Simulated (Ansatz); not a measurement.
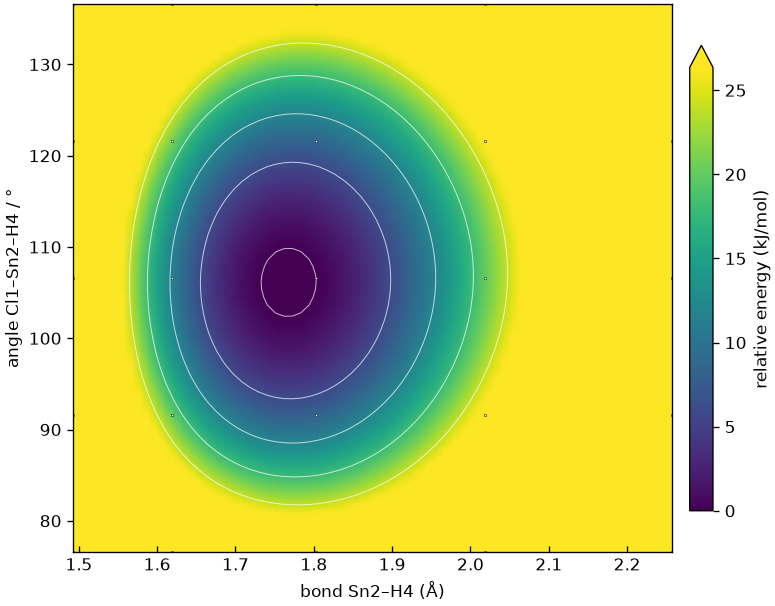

Cl2HSn, SMILES [Cl][SnH][Cl], spin multiplicity 2. Two internal coordinates are moved rigidly from the geometry relaxed at PBE0-D4/def2-TZVP, all others fixed. Coordinates scanned: (1) bond Sn2–H4; (2) angle Cl1–Sn2–H4. Grid: 5 × 5 points. Energies: kJ/mol, counted from the lowest grid point. Theory: UKS PBE-D4/def2-TZVPP (Ansatz 0.2.0).

In the figure: a smooth colour map with a few white contour lines, dots at the grid points, one colour for all values above the top of the scale. Between grid points the surface is interpolated.

Question: Where is the minimum, and how stiff is the well along each coordinate?

Answer: The interpolated minimum is at bond Sn2–H4 ≈ 1.760 Å, angle Cl1–Sn2–H4 ≈ 106.0°. The curvatures there are about 9.9 eV/Å² and 2.6 eV/rad², with a cross term of about 0 eV/(Å·rad). Round the minimum the two coordinates are nearly uncoupled. (1 eV is 96.5 kJ/mol.)
